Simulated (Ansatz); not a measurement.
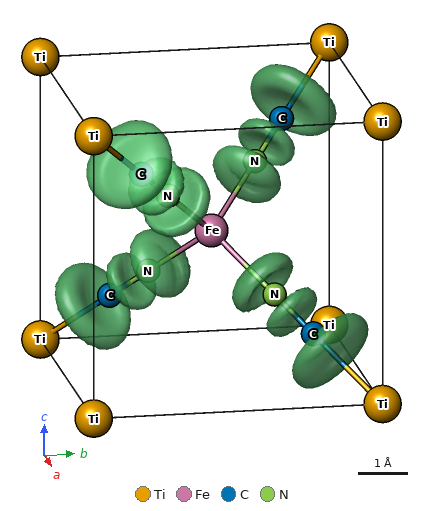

Figure 1: TiFeC4N4. Isosurface of the electron localisation function at 0.8 (green), seen at an oblique angle. Core shells and regions of very low density are left out. Sticks mark near contacts.

Space group P-43m; a structure generated by program, which may or may not match a known phase; spin-polarised.

Level of theory: Ansatz 0.2.0, DFT PBE, scalar-relativistic, plane waves, PAW.

In a PAW calculation such maps are meaningful between the atoms, not at the nuclei.

Q: What do the ELF domains correspond to?

A: The surface consists of four regions between bonded C–N atoms, four lobes of the valence shell of C pointing towards Ti (polar bonds) and four lobes of the valence shell of N pointing towards Fe, counted in one cell of 10 atoms. Any copies at cell faces, edges or corners count once.

Values along the shortest contacts:
C–N (1.18 Å): the ELF peaks at about 0.85 between the atoms. Fe–N (1.92 Å): the ELF peaks at about 0.90 in the valence shell of N, 0.6 Å from its nucleus, and is about 0.20 at the midpoint (no localised pair shows between them).

Q: Which magnetic arrangement did the calculation end in?

A: Ferrimagnetic (opposed moments on unlike sites) in this solution; site moments Ti: −0.8 μB; Fe: +2.7 μB in one cell of 10 atoms.
